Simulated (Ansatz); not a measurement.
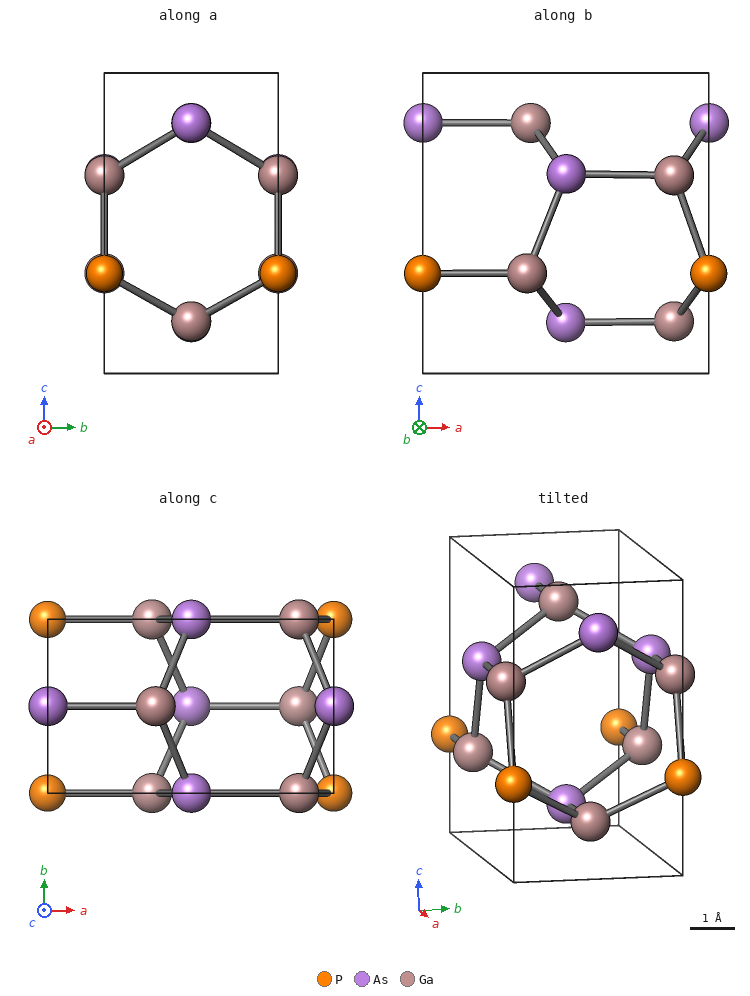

Ball-and-stick representation of a periodic structure, projected along the a axis, along the b axis, along the c axis and slightly off an axis. The frame is the conventional unit cell; atoms at its boundary are shown with their periodic copies.

Lattice parameters: a = 6.5216 Å, b = 3.9573 Å, c = 6.8478 Å, α = 90.000°, β = 90.002°, γ = 90.000°.

### Record the structure as a CIF in P1 with every atom of the cell, with free fractional coordinates to two decimals.

```cif
data_structure
_symmetry_space_group_name_H-M 'P 1'
_symmetry_Int_Tables_number 1
_cell_length_a 6.5216
_cell_length_b 3.9573
_cell_length_c 6.8478
_cell_angle_alpha 90.000
_cell_angle_beta 90.002
_cell_angle_gamma 90.000
_cell_volume 176.73
loop_
_atom_site_label
_atom_site_type_symbol
_atom_site_fract_x
_atom_site_fract_y
_atom_site_fract_z
_atom_site_occupancy
P1 P 0.00 0.00 0.33 1
As1 As 0.00 0.50 0.83 1
As2 As 0.50 0.50 0.17 1
As3 As 0.50 0.00 0.66 1
Ga1 Ga 0.36 0.00 0.3333 1
Ga2 Ga 0.38 0.50 0.83 1
Ga3 Ga 0.88 0.50 0.17 1
Ga4 Ga 0.88 0.00 0.66 1
```

The structure was taken from a structure type filled with these elements by a generator (whether the compound takes this form wasn't checked). It is drawn as it came out of a relaxation with Ansatz 0.2.0, DFT, r2SCAN, plane waves, PAW.
